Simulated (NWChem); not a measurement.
**A workflow on the pair GeH2SO···GeHF**

Aim: the energy (singlet Ge2H3SOF, CCSD(T)/3-21G), then the energy (singlet GeH2SO, CCSD(T)/3-21G), then a single-point energy (singlet GeHF, CCSD(T)/3-21G), then a single-point energy (singlet GeH2SO, CCSD(T)/3-21G), then a single-point energy (singlet GeHF, CCSD(T)/3-21G) of FGe2H3OS and its partners. 

The calculation is run with NWChem 7.3.0.

### 1 The molecule

Ge2H3SOF has 8 atoms, charge 0, and is taken as a singlet. The two molecules were placed rigidly side by side, at 0.8 times their contact distance; the pair isn't optimised.

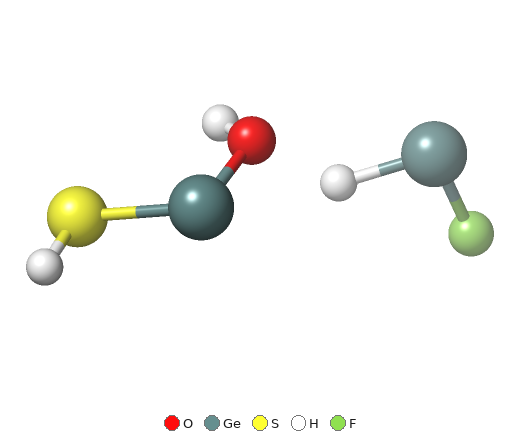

The structure, seen from a chosen angle (oxygen red, germanium teal, sulfur yellow, hydrogen white, fluorine green).

### 2 The energy at CCSD(T)/3-21G (run 1)

test.nw reads:

```
start test
title "FGe2H3OS energy"
memory stack 880 mb heap 220 mb global 1100 mb

geometry units angstroms noautosym nocenter noautoz
  O       -1.356020      -0.986560       0.408080
  Ge      -0.907420       0.643640      -0.155920
  S        1.333280       0.351240      -0.198020
  H       -0.642520      -1.610460       0.569680
  H        1.572680       1.602140      -0.623820
  F       -3.640000      -3.875250      -2.330280
  Ge      -3.564520      -3.145320      -0.734330
  H       -2.049860      -2.630730      -0.911740
end

basis spherical bse
  * library 3-21G
end

scf
  thresh 1e-08
  maxiter 80
  print low
end

ccsd
  freeze core 25
  maxiter 60
end

task ccsd(t) energy
```

Run with:

```
$ nwchem test.nw > test.out
```

The log of the run:

```text
[...]
  functions       =    81
[...]
  wavefunction    = RHF
[...]
         Total SCF energy =  -4701.384646783912
      One-electron energy =  -7780.375617359561
      Two-electron energy =   2467.664118839215
 Nuclear repulsion energy =    611.326851736434
        Time for solution =      4.7s
[...]
 Total MP2 energy:          -4701.770209840131429
[...]
             energy      energy      error      ampl     ampl      Block
                                                time     time      time
[...]
 Total CCSD energy:          -4701.802142225714306
[...]
 Total CCSD+T(CCSD) energy:          -4701.814266885417055
[...]
 Total CCSD(T) energy:               -4701.812115274218741
[...]
```

It took 76 s on 1 thread of AMD EPYC 9B45 (Zen 5), shared host; peak memory 0.33 GiB.

### 3 GeH2SO: the energy at CCSD(T)/3-21G (run 2)

geom.nw reads:

```
start geom
title "GeH2OS"
memory total 2200 mb
charge 0

geometry units angstroms noautosym nocenter noautoz
 O    -1.356020   -0.986560    0.408080
 Ge   -0.907420    0.643640   -0.155920
 S     1.333280    0.351240   -0.198020
 H    -0.642520   -1.610460    0.569680
 H     1.572680    1.602140   -0.623820
end

basis spherical bse
 O library 3-21G
 Ge library 3-21G
 S library 3-21G
 H library 3-21G
end

scf
 thresh 1e-08
 maxiter 80
 print low
end

ccsd
 freeze core 15
 maxiter 60
end

task ccsd(t) energy
```

Run with:

```
$ nwchem geom.nw > geom.out
```

The log of the run:

```text
[...]
  functions       =    48
[...]
  wavefunction    = RHF
[...]
         Total SCF energy =  -2536.562133741982
      One-electron energy =  -4026.630352853911
      Two-electron energy =   1243.883477762143
 Nuclear repulsion energy =    246.184741349786
        Time for solution =      1.7s
[...]
 Total MP2 energy:          -2536.781902494462884
[...]
             energy      energy      error      ampl     ampl      Block
                                                time     time      time
[...]
 Total CCSD energy:          -2536.801905663982325
[...]
 Total CCSD+T(CCSD) energy:          -2536.809400385217032
[...]
 Total CCSD(T) energy:               -2536.808221545676133
[...]
```

It took 11 s on 1 thread of AMD EPYC 9B45 (Zen 5), shared host; peak memory 0.13 GiB.

### 4 GeHF: the energy at CCSD(T)/3-21G (run 3)

job.nw reads:

```
START job
memory 2200 mb
charge 0
GEOMETRY units angstrom noautosym nocenter noautoz
 F    -3.640000   -3.875250   -2.330280
 Ge   -3.564520   -3.145320   -0.734330
 H    -2.049860   -2.630730   -0.911740
END
BASIS "ao basis" spherical bse
 * library 3-21G
END
SCF
 thresh 1e-08
 maxiter 80
 noprint "final vectors analysis"
END
CCSD
 freeze core 10
 maxiter 60
END
TASK ccsd(t) energy
```

Run with:

```
$ nwchem job.nw > job.out
```

The log of the run:

```text
[...]
  functions       =    33
[...]
  wavefunction    = RHF
[...]
         Total SCF energy =  -2164.824225221884
      One-electron energy =  -3221.715064842929
      Two-electron energy =    957.678226287395
 Nuclear repulsion energy =     99.212613333650
        Time for solution =      0.8s
[...]
 Total MP2 energy:          -2164.987627485053963
[...]
             energy      energy      error      ampl     ampl      Block
                                                time     time      time
[...]
 Total CCSD energy:          -2164.999708151530740
[...]
 Total CCSD+T(CCSD) energy:          -2165.004024642308195
[...]
 Total CCSD(T) energy:               -2165.003073757437505
[...]
```

Wall time 3.3 s (1 thread of AMD EPYC 9B45 (Zen 5), shared host); peak memory 0.11 GiB.

### 5 GeH2SO among ghost functions: the energy at CCSD(T)/3-21G (with ghost functions) (run 4)

geom.nw reads:

```
start geom
title "GeH2OS energy"
memory total 2200 mb

geometry units angstroms noautosym nocenter noautoz
 O     -1.356020    -0.986560     0.408080
 Ge    -0.907420     0.643640    -0.155920
 S      1.333280     0.351240    -0.198020
 H     -0.642520    -1.610460     0.569680
 H      1.572680     1.602140    -0.623820
 bqF     -3.640000    -3.875250    -2.330280
 bqGe    -3.564520    -3.145320    -0.734330
 bqH     -2.049860    -2.630730    -0.911740
end

basis spherical bse
 O library 3-21G
 Ge library 3-21G
 S library 3-21G
 H library 3-21G
 bqF library F 3-21G
 bqGe library Ge 3-21G
 bqH library H 3-21G
end

scf
 thresh 1e-08
 maxiter 80
 noprint "final vectors analysis"
end

ccsd
 freeze core 15
 maxiter 60
end

task ccsd(t) energy
```

Run with:

```
$ nwchem geom.nw > geom.out
```

The log of the run:

```text
[...]
  functions       =    81
[...]
  wavefunction    = RHF
[...]
         Total SCF energy =  -2536.567691338241
      One-electron energy =  -4026.452092167166
      Two-electron energy =   1243.699659479139
 Nuclear repulsion energy =    246.184741349786
        Time for solution =      4.3s
[...]
 Total MP2 energy:          -2536.789592478035956
[...]
             energy      energy      error      ampl     ampl      Block
                                                time     time      time
[...]
 Total CCSD energy:          -2536.809232432656700
[...]
 Total CCSD+T(CCSD) energy:          -2536.816826885270530
[...]
 Total CCSD(T) energy:               -2536.815643604631077
[...]
```

Wall time 49 s (1 thread of AMD EPYC 9B45 (Zen 5), shared host); peak memory 0.21 GiB.

### 6 GeHF among ghost functions: a single-point energy at CCSD(T)/3-21G (with ghost functions) (run 5)

run.nw reads:

```
start run
memory stack 880 mb heap 220 mb global 1100 mb
geometry units angstrom noautosym nocenter noautoz
  F     -3.640000    -3.875250    -2.330280
  Ge    -3.564520    -3.145320    -0.734330
  H     -2.049860    -2.630730    -0.911740
  bqO     -1.356020    -0.986560     0.408080
  bqGe    -0.907420     0.643640    -0.155920
  bqS      1.333280     0.351240    -0.198020
  bqH     -0.642520    -1.610460     0.569680
  bqH      1.572680     1.602140    -0.623820
end
basis "ao basis" spherical bse
  F library 3-21G
  Ge library 3-21G
  H library 3-21G
  bqO library O 3-21G
  bqGe library Ge 3-21G
  bqS library S 3-21G
  bqH library H 3-21G
end
scf
  thresh 1e-08
  maxiter 80
  print low
end
ccsd
  freeze core 10
  maxiter 60
end
task ccsd(t) energy
```

Run with:

```
$ nwchem run.nw > run.out
```

The log of the run:

```text
[...]
  functions       =    81
[...]
  wavefunction    = RHF
[...]
         Total SCF energy =  -2164.825491197491
      One-electron energy =  -3221.671538513071
      Two-electron energy =    957.633433981929
 Nuclear repulsion energy =     99.212613333650
        Time for solution =      3.2s
[...]
 Total MP2 energy:          -2164.989246927077602
[...]
             energy      energy      error      ampl     ampl      Block
                                                time     time      time
[...]
 Total CCSD energy:          -2165.001291716141623
[...]
 Total CCSD+T(CCSD) energy:          -2165.005642572261877
[...]
 Total CCSD(T) energy:               -2165.004685453879574
[...]
```

Wall time 40 s (1 thread of AMD EPYC 9B45 (Zen 5), shared host); peak memory 0.21 GiB.

### 7 What came out

| quantity | value |
| --- | --- |
| run 1, CCSD(T)/3-21G: total energy | -4701.81212 Eh |
| run 1, CCSD(T)/3-21G: correlation energy (25 core orbitals frozen) | -427.5 mEh |
| run 1, CCSD(T)/3-21G: (T) correction | -9.97 mEh |
| GeH2SO: total energy | -2536.80822 Eh |
| GeH2SO: correlation energy (15 core orbitals frozen) | -246.1 mEh |
| GeH2SO: (T) correction | -6.32 mEh |
| GeHF: total energy | -2165.00307 Eh |
| GeHF: correlation energy (10 core orbitals frozen) | -178.8 mEh |
| GeHF: (T) correction | -3.37 mEh |
| GeH2SO among ghost functions: total energy | -2536.81564 Eh |
| GeH2SO among ghost functions: correlation energy (15 core orbitals frozen) | -248.0 mEh |
| GeH2SO among ghost functions: (T) correction | -6.41 mEh |
| GeHF among ghost functions: total energy | -2165.00469 Eh |
| GeHF among ghost functions: correlation energy (10 core orbitals frozen) | -179.2 mEh |
| GeHF among ghost functions: (T) correction | -3.39 mEh |
| interaction energy of the rigid parts GeH2SO and GeHF (parts in their own basis; closest atoms 2.22 Å apart) | -0.022 eV |
| interaction energy of the rigid parts GeH2SO and GeHF (parts in the whole basis, counterpoise; closest atoms 2.22 Å apart) | 0.224 eV |

In words: The interaction energy of the rigid parts GeH2SO and GeHF (parts in their own basis; closest atoms 2.22 Å apart) is −0.02 eV (−2.2 kJ/mol). Without counterpoise this holds the superposition error of the basis. The interaction energy of the rigid parts GeH2SO and GeHF (parts in the whole basis, counterpoise; closest atoms 2.22 Å apart) is 0.22 eV (21.6 kJ/mol): the parts repel at this shape. The basis-set superposition error is 23.7 kJ/mol. It is larger than the uncorrected attraction, which is thus an artefact of the basis. The triples (run 1, CCSD(T)/3-21G) make up 2.3 % of the correlation energy. The triples (GeH2SO) make up 2.6 % of the correlation energy. The triples (GeHF) make up 1.9 % of the correlation energy.
